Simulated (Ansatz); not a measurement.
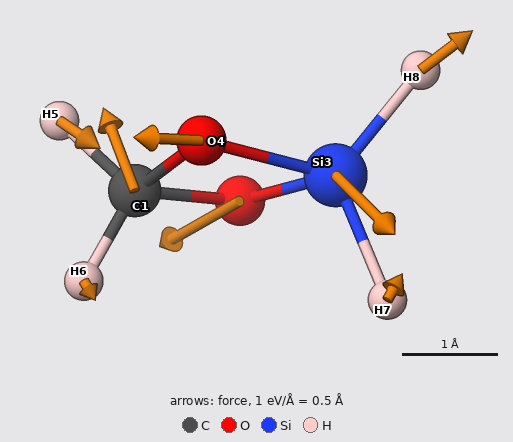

Starting geometry of CH₄O₂Si (coarse preliminary run) with the computed forces as orange arrows. A ball-and-stick model, seen at a tilt.

The start comes from a force field.

The calculation used RKS PBE-D4/def2-SVP (Ansatz 0.2.0). Set-up: force threshold 0.03 eV/Å; at most 200 steps.

Is this structure relaxed? If not, where do the atoms go?

It isn't relaxed: the largest force vector, on an O atom, is 2.97 eV/Å. The final displacements follow the starting forces only in part (cosine between the two patterns 0.30). After 5 geometry steps the energy has fallen by 0.354 eV. The largest force component goes from 2.3 to 0.0026 eV/Å. The atom that moves furthest after the best rigid fit is an H atom (0.29 Å). Largest moves by element: H 0.29 Å, O 0.19 Å, Si 0.08 Å, C 0.06 Å. Some distances before and after: O–Si 1.624 → 1.708 Å, H–Si 1.431 → 1.502 Å, C–H 1.161 → 1.116 Å, O–Si 1.669 → 1.708 Å. Among the angles between lasting bonds that change: H–Si–H 118.7° → 109.7°, O–Si–H 107.7° → 115.7°, O–Si–H 111.7° → 115.7°.
